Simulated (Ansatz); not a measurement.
## SiC: Si on a C site (antisite), symmetric start

The parent structure is a 24-atom supercell of SiC (space group P6_3mc, No. 186; a = 3.0781 Å, c = 10.0762 Å) at its relaxed geometry.

Now apply this change: a neutral Si on a C site (antisite), symmetric start, atoms relaxed at fixed cell.

Method: plane-wave PAW DFT at the PBEsol level (Ansatz, a first-principles code, 420 eV), no SOC, earlier PAW set. k-mesh 6×6×6 (Γ-centred); smearing 0.01 eV (Fermi–Dirac).

```yaml
pressure: 13.8 GPa (base 0.0 GPa)
gap_of_the_supercell: 1.16 eV (base 2.12 eV)
total_moment_of_the_cell: 0.0 μB
energy_gained_by_relaxation: 4.91 eV
largest_displacement_of_a_host_atom_from_its_site_in_the_perfect_cell: 0.27 Å
mean_distance_from_the_defect_site_to_its_nearest_host_atoms: 2.15 Å (base 1.89 Å)
```

Final structure:

```
CELL_PARAMETERS angstrom
      4.61719    -2.66573     0.00000
      0.00000     5.33147     0.00000
     -1.53906    -2.66573    10.07618
ATOMIC_POSITIONS crystal
  Si 0.00028 0.00055 0.00083
  Si 0.66739 0.33479 0.00218
  Si 0.34238 0.68475 0.02713
  Si 0.16848 0.33697 0.50545
  Si 0.83142 0.66284 0.49426
  Si 0.49725 0.99450 0.49175
  Si 0.62673 0.87439 0.74089
  Si 0.24766 0.11416 0.74089
  Si 0.86649 0.49322 0.74089
  Si 0.07935 0.49507 0.25294
  Si 0.75787 0.83722 0.25294
  Si 0.41572 0.17358 0.25294
  Si 0.27091 0.54181 0.81272
  C  0.93794 0.87587 0.81381
  C  0.60502 0.21003 0.81505
  C  0.10628 0.21257 0.31885
  C  0.77062 0.54124 0.31186
  C  0.43572 0.87145 0.30717
  C  0.52778 0.71398 0.55577
  C  0.18620 0.02799 0.55577
  C  0.84178 0.36956 0.55577
  C  0.01455 0.36927 0.06798
  C  0.69871 0.71326 0.06798
  C  0.35473 0.05344 0.06798
```

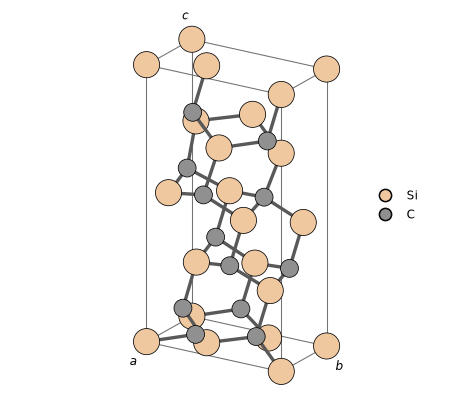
Figure. The relaxed cell after the change

The magnetic state is the one reached from the starting moments; the real material's order can differ, and small cells can't hold many antiferromagnetic ones. The cell is small, so the values are those of an ordered compound at a high defect concentration; dilute-limit values will differ. The defect started on the symmetric site and kept its symmetry, so it may sit on a saddle. Starting moments died away, wholly or in part, for Si on a C site (antisite); another magnetic solution may exist. The defect cell is spin-polarised and ends with 0.0 μB.
